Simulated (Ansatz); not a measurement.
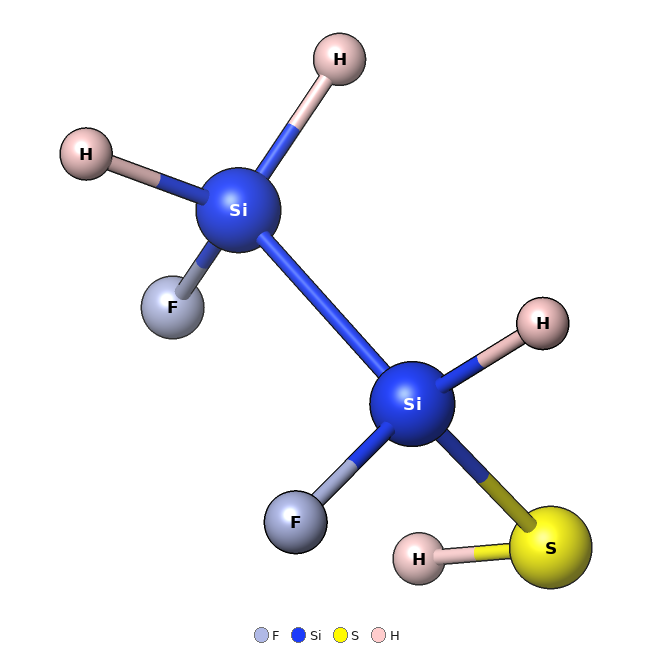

Ball-and-stick drawing of a structure. Every bond is drawn as one stick, whatever its order.

The computed structure is the end point of a PBE0-D4/def2-TZVP optimisation.

**What is the molecular formula?**

F₂H₄SSi₂, 9 atoms: 2 fluorine, 4 hydrogen, 1 sulfur and 2 silicon.

**Give a SMILES string for it.**

F[SiH2][Si@@H](F)S

More results for the same structure follow; atom numbers are the same in all pictures, views and colours differ.

## Symmetry

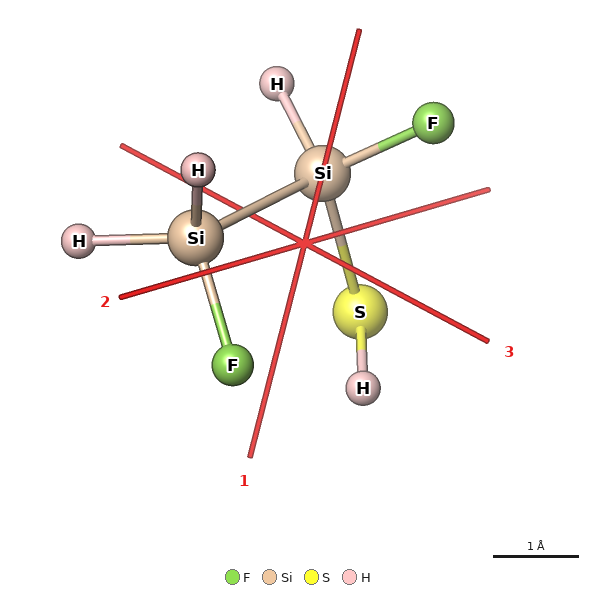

The three principal axes of inertia are drawn and numbered. Atoms fade into the background with distance from the viewer. Masses are those of the most abundant isotopes; constants are for the rigid equilibrium geometry.

**Which line is the a axis (least moment of inertia), which b and which c?**

a is line 2, b is line 1, c is line 3; the moments are 173, 312, 414 u Å².

**Classify the rotor and give the rotational constants (MHz).**

An asymmetric top (C1): A = 2919, B = 1621, C = 1220 MHz. Ray's parameter κ is −0.53, nearer the prolate limit.

## Electronic properties

Method: RKS B3LYP-D4/def2-TZVPP (Ansatz 0.2.0).

Computed properties:

- dipole moment: 1.43 D
- HOMO energy (Kohn–Sham orbital): −7.73 eV
- LUMO energy (Kohn–Sham orbital): −1.33 eV
- HOMO–LUMO gap: 6.41 eV
- dispersion correction: −37.0 kJ/mol

## Charges

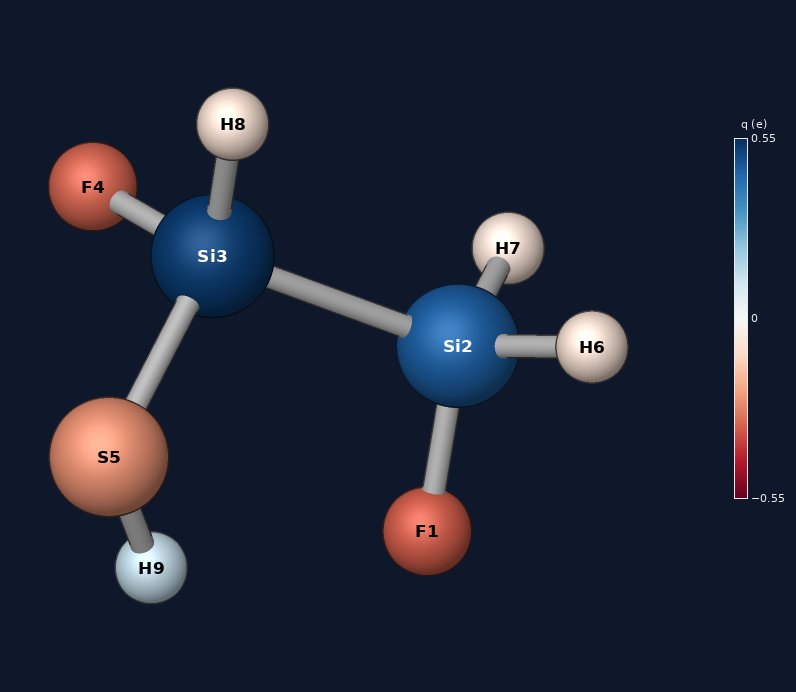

Atoms are coloured by their Mulliken charges. Method: RKS B3LYP-D4/def2-TZVPP (Ansatz 0.2.0).

**Which atom carries the highest charge (most positive or least negative)?**

Si3 (0.52 e).

**And the lowest?**

F1 (−0.33 e).

Give the Mulliken charges atom by atom.

```csv
atom,value (e)
F1,−0.33
Si2,0.46
Si3,0.52
F4,−0.31
S5,−0.25
H6,−0.07
H7,−0.07
H8,−0.08
H9,0.13
```

## Vibrations

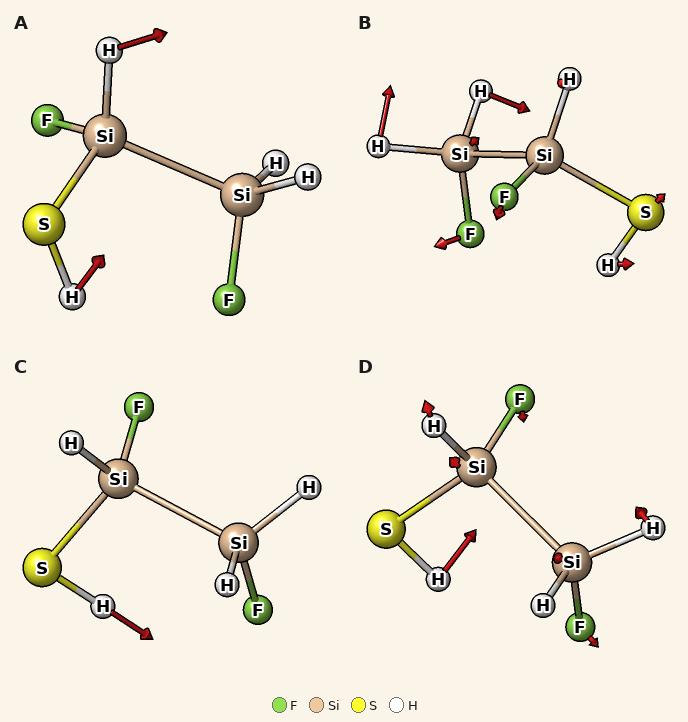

4 normal modes of one molecule or complex, as arrows. Harmonic vibrations computed with RKS PBE0-D4/def2-TZVP (Ansatz 0.2.0) at a stationary point of the same level.

**Match the panels to the wavenumbers 46 cm⁻¹, 288 cm⁻¹, 663 cm⁻¹, 2699 cm⁻¹.**

A: 663 cm⁻¹, angle bending
B: 46 cm⁻¹, a torsion or out-of-plane motion in which bond lengths and bond angles hardly change
C: 2699 cm⁻¹, S–H stretching
D: 288 cm⁻¹, angle bending

Mulliken values depend strongly on the basis set and can even reverse the polarity of a bond.
